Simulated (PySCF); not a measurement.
The calculation's input:

```
{"job": {"kind": "nmr", "xc": "revPBE", "basis": "pcSseg-1", "pop": false}, "charge": 0, "multiplicity": 1}
N     -1.491872    -2.478958     1.258229
C     -1.200955    -1.602389     0.581183
C     -0.814183    -0.501504    -0.241573
C      0.653497    -0.631423    -0.695194
C      1.459472     0.620556    -0.284446
O      0.648683     1.585874     0.339034
Si    -0.880877     1.180072     0.703208
H     -1.487252    -0.482733    -1.101981
H      1.103463    -1.515740    -0.240992
H      0.696903    -0.757627    -1.777088
H      2.257865     0.354597     0.415427
H      1.915559     1.096370    -1.157998
H     -1.069294     1.011866     2.137567
H     -1.791008     2.121039     0.064624
```

Command:

```sh
OMP_NUM_THREADS=1 python ens_run.py task.json out
```

Geometry: GFN2-xTB.

Level of theory: PySCF, revPBE/pcSseg-1, SCF density, gas phase, non-relativistic.

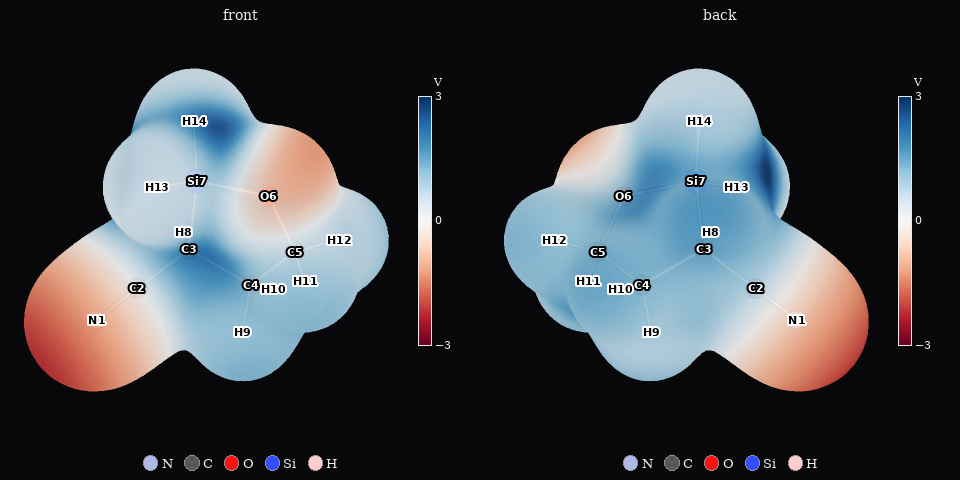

C₄H₇NOSi. The electrostatic potential painted on the density surface at 0.004 e/bohr³, seen from the front and from behind; red is negative and blue positive.

> Which sites attract a positive test charge, and which a negative one?

A positive charge is drawn to the negative regions and a negative charge to the positive ones. The most negative region (about −2.1 V, or −48 kcal/mol for a unit charge) lies over N1, the most positive (about +2.8 V, or +65 kcal/mol for a unit charge) over Si7. N1 is the likeliest acceptor of a hydrogen bond.

> What dipole moment does the calculation give?

Its dipole moment is 3.56 D.
